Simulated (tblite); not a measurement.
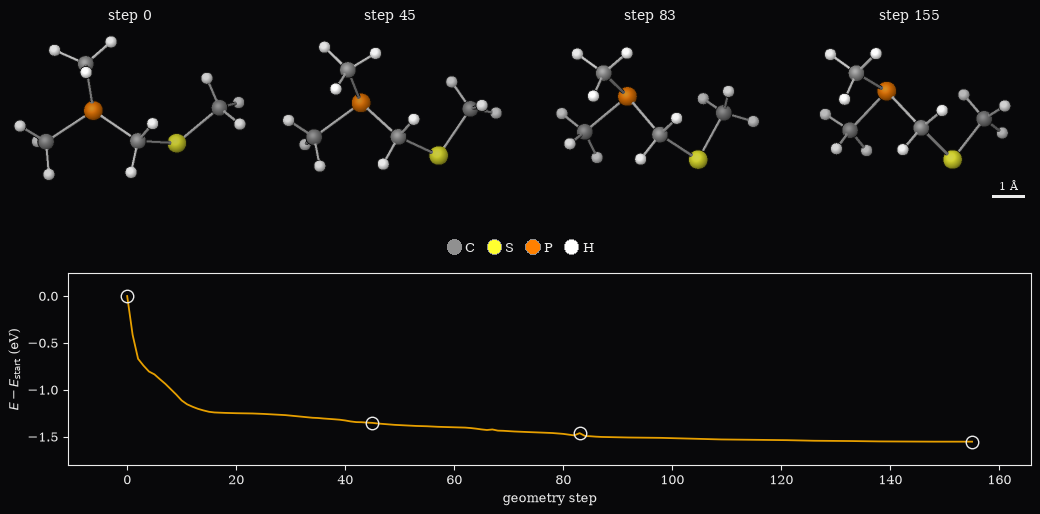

Frames of a relaxation of C₄H₁₁PS, marked on the history of the run. The picture is a ball-and-stick view, seen at a tilt.

Theory: tblite 0.8.0, GFN2-xTB geometry optimisation, gas phase. 

Describe the path.

Over 155 geometry steps the energy falls by 1.552 eV. The atom that moves furthest after the best rigid fit is an H atom (1.67 Å). By element the largest moves are H 1.67 Å, C 0.91 Å, S 0.80 Å, P 0.76 Å. Among the contacts that change: C–P 1.827 → 1.869 Å, C–H 1.124 → 1.087 Å, C–H 1.098 → 1.087 Å, C–S 1.808 → 1.818 Å. Among the angles between lasting bonds that change: C–P–C 114.1° → 97.4°, C–P–C 114.8° → 99.0°, C–P–C 111.4° → 96.5°. Groups turn about C–S by about 40°. From step 0 to 45: an H atom moves most (0.91 Å), energy −1.352 eV. From step 45 to 83: an H atom moves most (1.36 Å), energy −0.110 eV. From step 83 to 155: an H atom moves most (0.70 Å), energy −0.091 eV.
